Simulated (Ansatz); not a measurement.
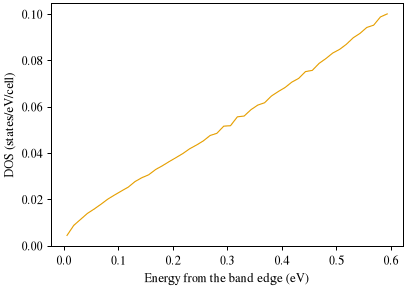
Fig. 1. Density of states of Cd2SnO4 (Pbam) above the conduction band minimum, PBEsol, rigid bands run with Ansatz (a first-principles code); cell volume 177.0 Å³.

Question: What effective density of states at 300 K does this give (∫ g(E) exp(−E/k_BT) dE, both spins, divided by the cell's size)?

Answer: 1.4e18 cm⁻³, a density-of-states mass of 0.144 mₑ, valleys and band degeneracy included.

Spin-orbit coupling is left out. Geometry: cell and atoms relaxed with PBEsol.

Formula and space group known from diffraction (Crystallography Open Database), not checked to be the room-temperature form: Cd2SnO4 (Pbam).
